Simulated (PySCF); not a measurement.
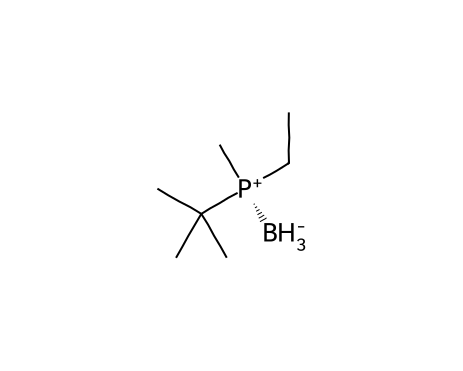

(Drawn from a calculation with PySCF.)

A structural formula.

Transcribe the drawing into SMILES.

[BH3-][P@+](C)(CC)C(C)(C)C

Give the formula, hydrogens included.

C7H20BP.

An optimisation with PBE0-D3(BJ)/def2-SVP gave a structure of which point group?

C1.
